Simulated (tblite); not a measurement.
**C6H9O (charge +1): geometry relaxation (part 1 of 2)**

The run: geometry relaxation of C6H9O, charge +1. Method and program: GFN2-xTB geometry optimisation, gas phase (tblite 0.8.0).

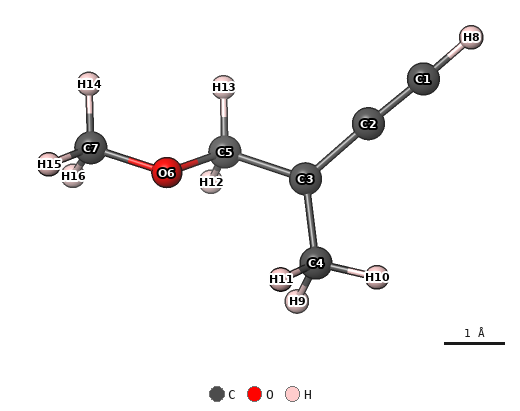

**Figure 1.** The input geometry (ball-and-stick view, seen on its broad side; atoms are numbered from 1 in the order of the input). Bond lengths as drawn: C–C 1.21 to 1.52 Å, C–H 1.07 to 1.12 Å and C–O 1.41 Å.

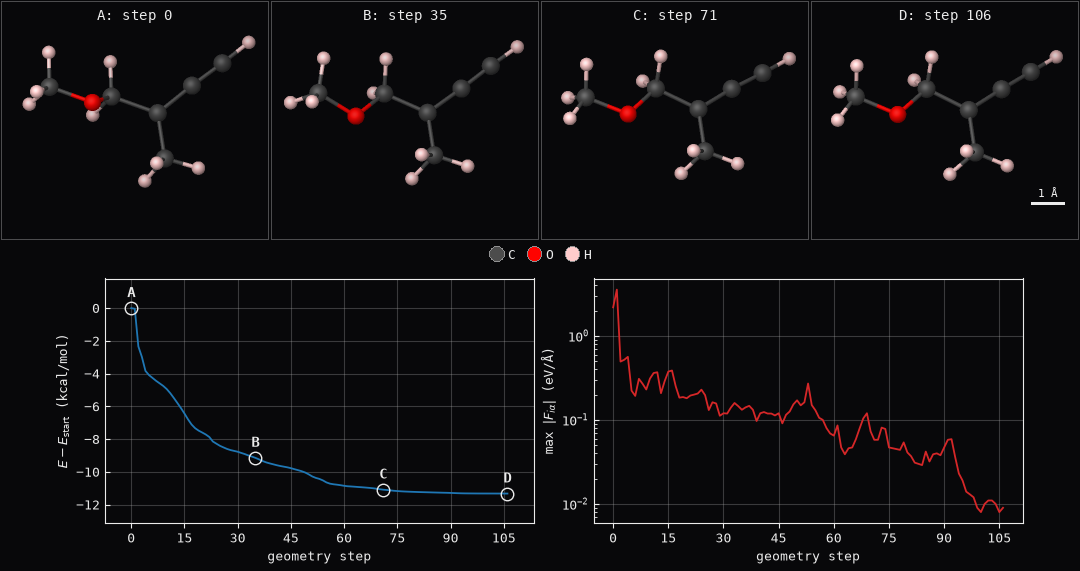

**Figure 2.** Frames of the relaxation (ball-and-stick view, seen at a tilt) above the curves, on which the letters mark them (steps are counted from 0).

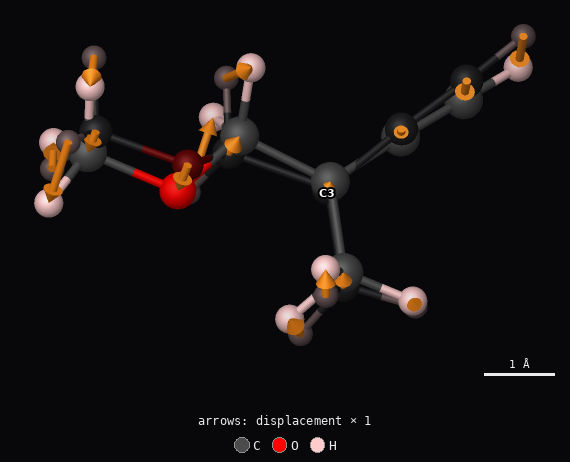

**Figure 3.** Start (faint) and end (solid) with the displacements as orange arrows, at true length (ball-and-stick view, seen at a tilt). The two geometries are laid on each other by the best rigid fit. The atom that moves furthest after the best rigid fit is H12 (1.14 Å). Largest moves by element: H 1.14 Å, C 0.57 Å, O 0.51 Å. Among the contacts that change: C3–C5 1.518 → 1.467 Å, C2–C3 1.419 → 1.383 Å, C5–O6 1.414 → 1.382 Å, C3–C4 1.469 → 1.444 Å. Among the angles that change: H9–C4–H11 107.0° → 101.6°, H10–C4–H11 106.2° → 111.5°, H12–C5–H13 108.6° → 103.5°. Over 106 geometry steps the energy falls by 11.3 kcal/mol. The largest force component goes from 2.2 to 0.009 eV/Å. (Atoms are counted from 1 in the order of the input.)

The input that produced these results follows, with the program's output.

## Input file
```
{"job": {"kind": "relax", "xc": "GFN2-xTB", "basis": "xTB"}, "charge": 1, "multiplicity": 1}
C      2.397800     2.330800     0.073000
C      1.705900     1.356700    -0.086400
C      0.946900     0.166300    -0.227700
C      1.570200    -1.155400    -0.378800
C     -0.566300     0.247800    -0.308400
O     -1.138800    -0.599400     0.668200
C     -2.547100    -0.544500     0.648700
H      2.985400     3.221600     0.212900
H      1.235100    -1.682600    -1.266200
H      2.653900    -1.092600    -0.411800
H      1.321800    -1.800600     0.498300
H     -0.897900    -0.084300    -1.313300
H     -0.920500     1.282200    -0.144900
H     -2.892900     0.461200     0.865200
H     -2.931500    -1.205000     1.436300
H     -2.937100    -0.884200    -0.287800
```

The first line tells a small driver script what to run in tblite; the rest is the geometry in Å.

Launch command:
```bash
OMP_NUM_THREADS=1 python <driver script> task.json out
```

## What the program printed
```
step      E/eV     max force
  0    -569.42699    2.541
  1    -569.42861    4.405
  2    -569.52827    0.576
  3    -569.55623    0.625
  4    -569.59308    0.751
  5    -569.60419    0.320
  6    -569.61180    0.219
  7    -569.61943    0.347
  8    -569.62607    0.308
  9    -569.63280    0.256
 10    -569.64123    0.342
 11    -569.65214    0.447
 12    -569.66484    0.463
 13    -569.67807    0.292
 14    -569.69152    0.328
 15    -569.70602    0.384
 16    -569.72149    0.392
 17    -569.73509    0.274
 18    -569.74481    0.190
 19    -569.75130    0.225
 20    -569.75625    0.248
 21    -569.76147    0.242
 22    -569.76814    0.230
 23    -569.78007    0.241
 24    -569.78584    0.256
 25    -569.79149    0.206
 26    -569.79570    0.164
 27    -569.79975    0.177
 28    -569.80279    0.177
 29    -569.80496    0.168
 30    -569.80714    0.129
 31    -569.81030    0.145
 32    -569.81332    0.179
 33    -569.81698    0.190
 34    -569.82003    0.147
 35    -569.82339    0.144
 36    -569.82739    0.153
 37    -569.83167    0.173
 38    -569.83525    0.154
 39    -569.83796    0.131
 40    -569.84038    0.129
 41    -569.84282    0.124
 42    -569.84491    0.135
 43    -569.84666    0.137
 44    -569.84842    0.118
 45    -569.85066    0.134
 46    -569.85341    0.137
 47    -569.85592    0.171
 48    -569.85863    0.178
 49    -569.86210    0.158
 50    -569.86695    0.177
 51    -569.87253    0.160
 52    -569.87639    0.205
 53    -569.87901    0.275
 54    -569.88302    0.167
 55    -569.88834    0.157
 56    -569.89165    0.144
 57    -569.89329    0.114
 58    -569.89440    0.104
 59    -569.89573    0.085
 60    -569.89735    0.090
 61    -569.89855    0.126
 62    -569.89911    0.050
 63    -569.89979    0.053
 64    -569.90055    0.046
 65    -569.90118    0.050
 66    -569.90192    0.060
 67    -569.90274    0.082
 68    -569.90366    0.110
 69    -569.90490    0.133
 70    -569.90637    0.085
 71    -569.90758    0.072
 72    -569.90844    0.063
 73    -569.90935    0.086
 74    -569.91046    0.087
 75    -569.91120    0.064
 76    -569.91192    0.063
 77    -569.91243    0.060
 78    -569.91283    0.051
 79    -569.91319    0.066
 80    -569.91353    0.048
 81    -569.91385    0.047
 82    -569.91412    0.038
 83    -569.91437    0.047
 84    -569.91463    0.036
 85    -569.91491    0.045
 86    -569.91517    0.035
 87    -569.91541    0.040
 88    -569.91564    0.041
 89    -569.91585    0.039
 90    -569.91617    0.050
 91    -569.91654    0.063
 92    -569.91692    0.066
 93    -569.91720    0.041
 94    -569.91738    0.031
 95    -569.91747    0.020
 96    -569.91754    0.017
 97    -569.91762    0.014
 98    -569.91768    0.013
 99    -569.91771    0.011
100    -569.91773    0.011
101    -569.91775    0.011
102    -569.91778    0.012
103    -569.91781    0.013
104    -569.91783    0.012
105    -569.91785    0.010
106    -569.91786    0.010
```

## Trajectory as extended XYZ (Å, eV, eV/Å), 30 of the 107 frames kept, from step=0 to step=106
```
16
Properties=species:S:1:pos:R:3:forces:R:3 step=0 energy=-569.42699
C     2.3978    2.3308    0.0730    0.6860   1.1120   0.1650
C     1.7059    1.3567   -0.0864   -1.2710  -2.1850  -0.2580
C     0.9469    0.1663   -0.2277   -0.1020   0.3160  -0.5820
C     1.5702   -1.1554   -0.3788    0.3630   0.7020   0.8380
C    -0.5663    0.2478   -0.3084    0.7200   0.3080   0.8460
O    -1.1388   -0.5994    0.6682    0.1770  -0.1500  -0.3610
C    -2.5471   -0.5445    0.6487   -0.0080  -0.1270   0.8260
H     2.9854    3.2216    0.2129   -0.3620  -0.5550  -0.0870
H     1.2351   -1.6826   -1.2662   -0.3930  -0.0890   0.0180
H     2.6539   -1.0926   -0.4118    0.1800   0.1110   0.0260
H     1.3218   -1.8006    0.4983   -0.2100   0.3300  -0.4820
H    -0.8979   -0.0843   -1.3133    0.2370   0.1290   0.0560
H    -0.9205    1.2822   -0.1449    0.0940  -0.0570  -0.1490
H    -2.8929    0.4612    0.8652   -0.1250   0.3050  -0.0430
H    -2.9315   -1.2050    1.4363    0.3480   0.0590  -0.1200
H    -2.9371   -0.8842   -0.2878   -0.3360  -0.2080  -0.6940
16
Properties=species:S:1:pos:R:3:forces:R:3 step=4 energy=-569.59308
C     2.3721    2.3058    0.0662    0.3210   0.5260   0.0430
C     1.6943    1.3177   -0.0968   -0.4110  -0.5630  -0.2790
C     0.9395    0.1674   -0.2593    0.0380  -0.0780   0.1320
C     1.5879   -1.1256   -0.3632    0.1180  -0.0270   0.0310
C    -0.5420    0.2589   -0.2738   -0.0750   0.0040   0.0130
O    -1.1313   -0.6180    0.6508   -0.1360  -0.0230  -0.0840
C    -2.5491   -0.5444    0.6518    0.0250  -0.0550   0.1230
H     2.9593    3.1809    0.2082   -0.1300  -0.2070   0.0010
H     1.2142   -1.6714   -1.2340   -0.0860  -0.0350  -0.0040
H     2.6734   -1.0770   -0.4060    0.0160   0.1300   0.0460
H     1.2979   -1.7774    0.4739   -0.1390   0.1240   0.0380
H    -0.8660   -0.0620   -1.2905    0.1570   0.1450  -0.0350
H    -0.9107    1.2876   -0.1497    0.0940   0.0760   0.1420
H    -2.8982    0.4752    0.8616    0.0800  -0.1250  -0.0580
H    -2.9041   -1.2121    1.4427    0.2030   0.0910  -0.1180
H    -2.9525   -0.8877   -0.3048   -0.0740   0.0170   0.0100
16
Properties=species:S:1:pos:R:3:forces:R:3 step=7 energy=-569.61943
C     2.3583    2.2964    0.0582   -0.1800  -0.2490  -0.1060
C     1.6845    1.3016   -0.1222    0.1460   0.3080  -0.0650
C     0.9360    0.1557   -0.2563   -0.0460  -0.0100   0.0290
C     1.5983   -1.1240   -0.3604   -0.1180  -0.0820   0.0410
C    -0.5421    0.2619   -0.2620    0.0330   0.0130  -0.0120
O    -1.1381   -0.6276    0.6370    0.0630  -0.0160  -0.0690
C    -2.5482   -0.5475    0.6491   -0.0080  -0.0190  -0.0780
H     2.9445    3.1571    0.2089    0.0840   0.1310   0.0430
H     1.2018   -1.6701   -1.2206    0.0670  -0.0840  -0.0710
H     2.6833   -1.0582   -0.3989   -0.0640   0.0080   0.0240
H     1.2757   -1.7585    0.4738    0.0000  -0.0230   0.1470
H    -0.8389   -0.0373   -1.2888    0.0130   0.1160  -0.1580
H    -0.8965    1.2972   -0.1335    0.0700  -0.0130   0.1800
H    -2.8921    0.4691    0.8557    0.0230   0.0200   0.0140
H    -2.8772   -1.2118    1.4409   -0.0100  -0.0750   0.0760
H    -2.9647   -0.8860   -0.3038   -0.0740  -0.0250   0.0030
16
Properties=species:S:1:pos:R:3:forces:R:3 step=11 energy=-569.65214
C     2.3441    2.2920    0.0280    0.2620   0.3610   0.0280
C     1.6735    1.3074   -0.1826   -0.0720  -0.2810   0.0210
C     0.9302    0.1475   -0.2551    0.0730   0.1100  -0.3040
C     1.5807   -1.1423   -0.3420    0.0270   0.1070   0.0450
C    -0.5371    0.2704   -0.2587   -0.0200   0.0330  -0.0120
O    -1.1382   -0.6503    0.5915   -0.0760  -0.1380  -0.1850
C    -2.5492   -0.5617    0.6381   -0.0080  -0.0180   0.0730
H     2.9379    3.1487    0.2184   -0.0830  -0.0720  -0.0600
H     1.2109   -1.6944   -1.2186    0.0660   0.0050   0.2160
H     2.6648   -1.0397   -0.3801   -0.0760  -0.1850   0.0620
H     1.2514   -1.7445    0.5174    0.0670  -0.0420  -0.0740
H    -0.8016    0.0384   -1.3250   -0.0510   0.2100   0.1830
H    -0.8595    1.3046   -0.0560   -0.0650  -0.0340   0.0100
H    -2.8750    0.4612    0.8529    0.0100  -0.0530   0.0330
H    -2.8456   -1.2258    1.4501   -0.0520   0.0420  -0.0880
H    -3.0026   -0.8937   -0.3011   -0.0010  -0.0450   0.0530
16
Properties=species:S:1:pos:R:3:forces:R:3 step=15 energy=-569.70602
C     2.3374    2.3014   -0.0301   -0.1170  -0.2480  -0.0770
C     1.6841    1.3074   -0.2678    0.1740   0.2000   0.0130
C     0.9284    0.1561   -0.3205   -0.0100  -0.0780   0.3760
C     1.5582   -1.1443   -0.3012    0.1470  -0.0420  -0.0580
C    -0.5290    0.2931   -0.2496   -0.0120  -0.0100  -0.0160
O    -1.1476   -0.7216    0.4612    0.0110   0.0630  -0.1030
C    -2.5509   -0.5887    0.6232    0.0540  -0.0290  -0.1060
H     2.9200    3.1396    0.2194    0.1030   0.1800  -0.0550
H     1.2369   -1.7388   -1.1583   -0.1600  -0.1050  -0.0350
H     2.6347   -1.0620   -0.3289    0.3000  -0.0670   0.0830
H     1.2250   -1.7285    0.5670   -0.0970   0.1110  -0.0430
H    -0.7649    0.2256   -1.3401   -0.2490   0.1350  -0.0240
H    -0.8215    1.3047    0.0749   -0.1380  -0.0510   0.0200
H    -2.8446    0.4384    0.8598    0.0750  -0.0580   0.0180
H    -2.8128   -1.2456    1.4500   -0.0210  -0.0100  -0.0200
H    -3.0688   -0.9189   -0.2819   -0.0610   0.0120   0.0270
16
Properties=species:S:1:pos:R:3:forces:R:3 step=18 energy=-569.74481
C     2.3432    2.3070   -0.0725    0.0370  -0.0210   0.0350
C     1.7031    1.3071   -0.3177   -0.0550   0.0400   0.1770
C     0.9346    0.1561   -0.3201    0.1180   0.0140   0.0610
C     1.5701   -1.1466   -0.2828   -0.0360  -0.0370   0.0180
C    -0.5283    0.3076   -0.2504    0.1260   0.0170  -0.1000
O    -1.1588   -0.7640    0.3516    0.0880   0.0210   0.0310
C    -2.5447   -0.6119    0.6028   -0.0520  -0.0180  -0.0600
H     2.9163    3.1521    0.2034   -0.0090  -0.0270  -0.1840
H     1.2309   -1.7799   -1.1108   -0.0420   0.0790  -0.0350
H     2.6573   -1.0971   -0.2800   -0.0620   0.0260  -0.0150
H     1.1960   -1.7016    0.5866   -0.0530   0.0550   0.0830
H    -0.7847    0.3774   -1.3380   -0.1060   0.0150   0.0120
H    -0.8232    1.2923    0.1607    0.0110  -0.1570   0.0640
H    -2.8110    0.4105    0.8677    0.0540   0.1150  -0.0180
H    -2.7953   -1.2567    1.4393    0.0980  -0.1430   0.0780
H    -3.1208   -0.9343   -0.2627   -0.1180   0.0220  -0.1470
16
Properties=species:S:1:pos:R:3:forces:R:3 step=22 energy=-569.76814
C     2.3583    2.3097   -0.0809    0.0070  -0.0020   0.0160
C     1.7055    1.3129   -0.2960    0.0170  -0.0610   0.0970
C     0.9501    0.1570   -0.3107   -0.1840  -0.0040  -0.0660
C     1.5692   -1.1518   -0.2702   -0.0480   0.0550   0.0440
C    -0.5156    0.3091   -0.2655   -0.1890  -0.0980   0.0820
O    -1.1560   -0.7794    0.3103   -0.1070  -0.0630  -0.0740
C    -2.5470   -0.6242    0.5863    0.0960   0.0060   0.0030
H     2.9223    3.1665    0.1570    0.0850   0.0990  -0.1110
H     1.2190   -1.7805   -1.0984   -0.0400   0.0700   0.0320
H     2.6561   -1.1139   -0.2626   -0.0420  -0.0010   0.0000
H     1.1770   -1.6824    0.6089   -0.0140   0.0040   0.0070
H    -0.8199    0.4394   -1.3346    0.0770  -0.0450   0.0630
H    -0.8233    1.2590    0.2072    0.1140   0.0220   0.0450
H    -2.7850    0.4090    0.8657    0.0170  -0.1370  -0.0490
H    -2.7701   -1.2802    1.4344    0.0880   0.0710  -0.2000
H    -3.1557   -0.9322   -0.2738    0.1240   0.0840   0.1100
16
Properties=species:S:1:pos:R:3:forces:R:3 step=26 energy=-569.79570
C     2.3732    2.3101   -0.1019    0.0140   0.0810  -0.0220
C     1.7101    1.3099   -0.2673   -0.0580   0.0180  -0.0370
C     0.9390    0.1613   -0.3075    0.0870   0.0490   0.1060
C     1.5525   -1.1467   -0.2390   -0.0580   0.0110  -0.0180
C    -0.5259    0.3052   -0.2679    0.1310   0.0940   0.0300
O    -1.1678   -0.8244    0.2040    0.0430   0.0420  -0.1020
C    -2.5310   -0.6465    0.5538   -0.0010  -0.0110   0.0130
H     2.9381    3.1894    0.0627    0.0010  -0.0980  -0.0680
H     1.1911   -1.7763   -1.0597   -0.0430  -0.0240   0.0200
H     2.6412   -1.1331   -0.2255   -0.1070   0.0450   0.0240
H     1.1363   -1.6470    0.6480    0.0160  -0.0530  -0.0250
H    -0.8387    0.5520   -1.3111    0.0640  -0.0400   0.0500
H    -0.7906    1.2128    0.3065   -0.0410  -0.0120   0.0160
H    -2.7391    0.3807    0.8565    0.0030   0.0170   0.0610
H    -2.7096   -1.3118    1.3946   -0.0870  -0.0780   0.0290
H    -3.1939   -0.9177   -0.2692    0.0340  -0.0390  -0.0770
16
Properties=species:S:1:pos:R:3:forces:R:3 step=29 energy=-569.80496
C     2.3771    2.3161   -0.1233    0.0340   0.0820  -0.0470
C     1.7096    1.3171   -0.2672   -0.0030  -0.0340   0.0030
C     0.9401    0.1700   -0.2873    0.0350  -0.0340  -0.0820
C     1.5337   -1.1445   -0.2224    0.0280  -0.0280   0.0400
C    -0.5193    0.3175   -0.2631   -0.0190  -0.0230   0.0400
O    -1.1704   -0.8405    0.1232   -0.0640   0.1120   0.1080
C    -2.5197   -0.6629    0.5357   -0.0560  -0.0210   0.0030
H     2.9501    3.1919    0.0057    0.0560   0.0130  -0.0330
H     1.1696   -1.7839   -1.0356   -0.0440   0.0570   0.0310
H     2.6197   -1.1370   -0.1983    0.0000   0.0090  -0.0110
H     1.1151   -1.6361    0.6677   -0.0230  -0.0680  -0.0060
H    -0.8329    0.6160   -1.2908    0.1010   0.0520   0.0520
H    -0.7763    1.1873    0.3691   -0.1090  -0.0060  -0.0160
H    -2.7127    0.3625    0.8617    0.0220  -0.0610   0.0260
H    -2.6903   -1.3388    1.3746    0.0180  -0.0270  -0.0660
H    -3.2085   -0.9169   -0.2724    0.0260  -0.0230  -0.0440
16
Properties=species:S:1:pos:R:3:forces:R:3 step=33 energy=-569.81698
C     2.3806    2.3308   -0.1535   -0.0260  -0.1230  -0.0580
C     1.7155    1.3233   -0.2635    0.1100   0.0690  -0.0170
C     0.9445    0.1749   -0.2741   -0.0800   0.0660   0.1590
C     1.5225   -1.1455   -0.2030   -0.0330   0.0400   0.0040
C    -0.5146    0.3276   -0.2424   -0.0570   0.0340   0.0120
O    -1.1770   -0.8355    0.0958    0.1180  -0.0770   0.0620
C    -2.5223   -0.6773    0.5211    0.0480  -0.0060  -0.0330
H     2.9784    3.1949   -0.0528   -0.0080  -0.0020  -0.0280
H     1.1350   -1.7732   -1.0133    0.0390   0.0230  -0.0560
H     2.6068   -1.1366   -0.1831    0.0400  -0.0890  -0.0230
H     1.0949   -1.6506    0.6754    0.0140   0.0190   0.0350
H    -0.7969    0.6662   -1.2640   -0.0020   0.0380  -0.0500
H    -0.7988    1.1759    0.4065    0.0180   0.0310   0.0010
H    -2.6971    0.3379    0.8787   -0.1340   0.0000   0.0090
H    -2.6805   -1.3736    1.3430   -0.0180  -0.0720  -0.0170
H    -3.2062   -0.9212   -0.2937   -0.0300   0.0500  -0.0020
16
Properties=species:S:1:pos:R:3:forces:R:3 step=37 energy=-569.83167
C     2.4024    2.3406   -0.1991    0.1180   0.0470   0.0000
C     1.7349    1.3314   -0.2409   -0.1040  -0.0910   0.0100
C     0.9416    0.1969   -0.2131    0.1290  -0.0570  -0.1000
C     1.5009   -1.1367   -0.1764    0.0490  -0.0140   0.0070
C    -0.5179    0.3452   -0.2139    0.1180   0.0260   0.0580
O    -1.1633   -0.8345    0.0887   -0.0870   0.0200  -0.0290
C    -2.5159   -0.7000    0.4997   -0.0500  -0.0360   0.0580
H     3.0174    3.1997   -0.1529   -0.0530  -0.0590  -0.0320
H     1.0962   -1.7371   -1.0038    0.0290   0.0940   0.0310
H     2.5887   -1.1607   -0.1751   -0.0750  -0.0050   0.0130
H     1.0773   -1.6656    0.6916    0.0250   0.0690  -0.0100
H    -0.7614    0.7189   -1.2352   -0.0660  -0.0520  -0.0090
H    -0.8305    1.1672    0.4483    0.0160   0.1470   0.0660
H    -2.7126    0.2982    0.9012   -0.0430  -0.0940   0.0000
H    -2.6742   -1.4391    1.2852   -0.0460  -0.0170  -0.0370
H    -3.1988   -0.9065   -0.3272    0.0410   0.0220  -0.0270
16
Properties=species:S:1:pos:R:3:forces:R:3 step=40 energy=-569.84038
C     2.4213    2.3360   -0.2224   -0.0090  -0.0990   0.0190
C     1.7418    1.3332   -0.2227    0.0590   0.1030  -0.0320
C     0.9485    0.2049   -0.1843   -0.0650  -0.0020  -0.0460
C     1.4950   -1.1305   -0.1653    0.0210  -0.0370  -0.0170
C    -0.5108    0.3591   -0.1854   -0.0850   0.0190   0.0160
O    -1.1576   -0.8239    0.1120   -0.0090   0.0350   0.0070
C    -2.5192   -0.7127    0.4962   -0.0370  -0.0080  -0.0470
H     3.0341    3.1927   -0.2068    0.0420   0.0590  -0.0200
H     1.0792   -1.6963   -1.0061   -0.0350  -0.0450  -0.0370
H     2.5765   -1.1729   -0.1797    0.1200   0.0320   0.0360
H     1.0767   -1.6717    0.6933   -0.0290   0.0190   0.0430
H    -0.7420    0.7130   -1.2199   -0.0420  -0.0380   0.0480
H    -0.8492    1.1910    0.4571    0.1080   0.0420   0.0210
H    -2.7446    0.2686    0.9170    0.0150  -0.0180   0.0720
H    -2.6866   -1.4803    1.2495   -0.0600  -0.0280  -0.0090
H    -3.1783   -0.8922   -0.3551    0.0060  -0.0340  -0.0550
```
